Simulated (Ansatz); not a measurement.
# One shape, several levels: singlet O2F+

Aim: a comparison of 6 runs (HSE06/STO-3G, PBE/STO-3G, RPA@PBE/STO-3G, CCSD/STO-3G, CCSD(T)/STO-3G, FCI/STO-3G) of singlet O2F+. 

Program for the calculation: Ansatz 0.2.0.

38 further runs of the same task are left out: 11 that didn't finish, 27 set aside as unsound or not needed.

## Step 1: The structure to begin with

O2F+: 3 atoms, total charge +1, spin state singlet. As SMILES of the parent species, `[O]OF`. The coordinates come from a PBE0-D4/def2-TZVP relaxation. That shape belongs to the parent species and isn't relaxed for this state.

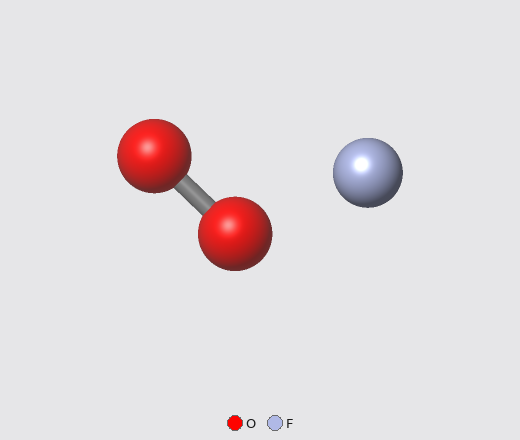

Viewed from a chosen angle; oxygen red, fluorine light blue.

## Step 2: The energy at HSE06/STO-3G (run 1)

Contents of molecule.yaml:

```yaml
crystal:
  periodic: [false, false, false]
  atoms:
    - {symbol: O, position_ang: [0.933400, -0.295440, 0.482240]}
    - {symbol: O, position_ang: [0.133270, 0.497870, 0.127930]}
    - {symbol: F, position_ang: [-1.066650, -0.202430, -0.610160]}
basis:
  gaussian:
    orbitals: STO-3G
total_charge: 1
hamiltonian:
  xc: hse06
accuracy: high
```

Started as:

```sh
$ ansatz run molecule.yaml --threads 1 --pin off --max-ram 3480MiB --events-out events.jsonl --progress --plain --runs-dir runs
```

Log:

```text
Warning: RAYON_NUM_THREADS=1 ignored (pool sized by the plan → 1); use --threads N
Functional definition: HSE06
  name "HSE06"
  parameter a = 0.25
  parameter omega = 0.11/bohr
  exchange = pbe_x - a*pbe_x_sr(omega) + a*exact_x_sr(omega)
  correlation = pbe_c
250 factors; integrals over basis functions are off by at most 5.0e-8 eV
39 factors; integrals over basis functions are off by at most 3.4e-10 eV
mean field evaluation 1: about -6685.7173 eV, gradient 4.0e1 eV
mean field evaluation 2: about -6395.8832 eV, gradient 1.5e2 eV
mean field evaluation 4: about -6678.1003 eV, gradient 6.5e1 eV
mean field evaluation 8: about -6694.3013 eV, gradient 2.9e-2 eV
mean field evaluation 16: about -6694.3007 eV, gradient 3.7e-8 eV
mean field -6694.30070936 eV, -246.0110135091 hartree, gradient 3.7e-8 eV, S^2 0.000000; 0 other end points of the search recorded, 0 dependent functions left out
reference -6694.30070996 eV, -246.0110135310 hartree; 12, 12 occupied and 3, 3 virtual orbitals, 250 factors
Total energy: -6694.30070996 eV, -246.0110135310 hartree
```

Wall time 0.97 s (1 thread of Arm Neoverse V1, shared host).

## Step 3: A single-point energy at PBE/STO-3G (run 2)

Contents of in.yaml:

```yaml
crystal:
  periodic: [false, false, false]
  atoms:
    - {symbol: O, position_ang: [0.933400, -0.295440, 0.482240]}
    - {symbol: O, position_ang: [0.133270, 0.497870, 0.127930]}
    - {symbol: F, position_ang: [-1.066650, -0.202430, -0.610160]}
basis:
  gaussian: {orbitals: STO-3G}
total_charge: 1
magnetization: {spin_polarized: false, initial_magnetization: 0}
hamiltonian: {xc: {name: PBE}}
accuracy: high
```

Started as:

```sh
$ ansatz run in.yaml --threads 1 --pin off --max-ram 3480MiB --events-out events.jsonl --progress --plain --runs-dir runs
```

Log:

```text
Warning: RAYON_NUM_THREADS=1 ignored (pool sized by the plan → 1); use --threads N
Functional definition: PBE
  name "PBE"
  parameter kappa = 0.804
  parameter beta = 0.06672455060314922
  exchange = pbe_x(kappa = kappa, mu = beta*pi^2/3)
  correlation = pbe_c(beta = beta)
250 factors; integrals over basis functions are off by at most 5.0e-8 eV
mean field evaluation 1: about -6687.7481 eV, gradient 3.9e1 eV
mean field evaluation 2: about -6384.3059 eV, gradient 1.3e2 eV
mean field evaluation 4: about -6661.2070 eV, gradient 8.5e1 eV
mean field evaluation 8: about -6695.2277 eV, gradient 3.1e-1 eV
mean field evaluation 16: about -6660.2253 eV, gradient 7.6e1 eV
mean field evaluation 32: about -6695.1343 eV, gradient 4.2e0 eV
mean field -6695.22818911 eV, -246.0450977612 hartree, gradient 4.5e-8 eV, S^2 0.000000; 3 other end points of the search recorded, 0 dependent functions left out
reference -6695.22818971 eV, -246.0450977832 hartree; 12, 12 occupied and 3, 3 virtual orbitals, 250 factors
Total energy: -6695.22818971 eV, -246.0450977832 hartree
```

Wall time 1.2 s (1 thread of Arm Neoverse V1, shared host).

Runs 3 to 5 aren't shown in full; the table further down has their settings and results.

## Step 4: The energy at FCI/STO-3G (run 6)

Contents of in.yaml:

```yaml
crystal:
  periodic: [false, false, false]
  atoms:
    - symbol: O
      position_ang: [0.933400, -0.295440, 0.482240]
    - symbol: O
      position_ang: [0.133270, 0.497870, 0.127930]
    - symbol: F
      position_ang: [-1.066650, -0.202430, -0.610160]
basis:
  gaussian: {orbitals: STO-3G}
magnetization: {spin_polarized: false}
correlation: {method: fci, frozen_orbitals: {F: 1, O: 1}}
accuracy: high
total_charge: 1
```

Started as:

```sh
$ ansatz run in.yaml --threads 1 --pin off --max-ram 3480MiB --events-out events.jsonl --progress --plain --runs-dir runs
```

Log, shortened:

```text
Warning: RAYON_NUM_THREADS=1 ignored (pool sized by the plan → 1); use --threads N
Functional definition: HF
  name "HF"
[...]
250 factors; integrals over basis functions are off by at most 5.0e-8 eV
[...]
mean field -6671.63798234 eV, -245.1781736524 hartree, gradient 1.2e-8 eV, S^2 0.000000; 5 other end points of the search recorded, 0 dependent functions left out; unrestricted orbitals would lower it
[...]
determinant -6671.63798234 eV, -245.1781736524 hartree, with singles and doubles -6677.96219927 eV, -245.4105843380 hartree
determinant -6668.21080136 eV, -245.0522270745 hartree, with singles and doubles -6672.56207381 eV, -245.2121333876 hartree
unrestricted determinant -6673.23168650 eV, -245.2367411998 hartree, S^2 1.3559
3 core orbitals not correlated: weight in the atoms' cores, before any rotation towards them, 1.000 or more for the frozen orbitals, at most 0.000 for the correlated occupied ones
reference -6671.63798234 eV, -245.1781736524 hartree; 9, 9 occupied and 3, 3 virtual orbitals, 250 factors
state -6678.62563311 eV, -245.4349650819 hartree
Total energy: -6678.62563311 eV, -245.4349650819 hartree
```

Run time: 0.63 s. Hardware: 1 thread of Arm Neoverse V1, shared host.

## Step 5: The series

| run | level | frozen core orbitals | energy (Eh) | wall time |
| --- | --- | --- | --- | --- |
| 1 | HSE06/STO-3G | – | -246.011014 | 0.97 s |
| 2 | PBE/STO-3G | – | -246.045098 | 1.2 s |
| 3 | RPA@PBE/STO-3G | 3 | -245.536096 | 1.9 s |
| 4 | CCSD/STO-3G | 3 | -245.412884 | 0.31 s |
| 5 | CCSD(T)/STO-3G | 3 | -245.425822 | 0.3 s |
| 6 | FCI/STO-3G | 3 | -245.434965 | 0.63 s |

## Step 6: Results

| quantity | value |
| --- | --- |
| run 6: total energy | -245.43497 Eh |
| run 6: correlation energy (3 core orbitals frozen) | -256.8 mEh |

In words: Against full CI in this basis: CCSD +22.1 mEh; CCSD(T) +9.1 mEh. Totals of different functionals can't be ranked against each other. In runs 4, 5 the T1 diagnostic is large, so a single reference may not serve. In runs 3, 4, 5 the log says that unrestricted orbitals would lower the reference, so the values rest on an unstable closed-shell determinant (other closed-shell runs at this shape may share the fault). In runs 1, 2, 3, 4, 5, 6 the basis is minimal, so the values are rough. All runs together took 5.3 s, the longest 1.9 s.
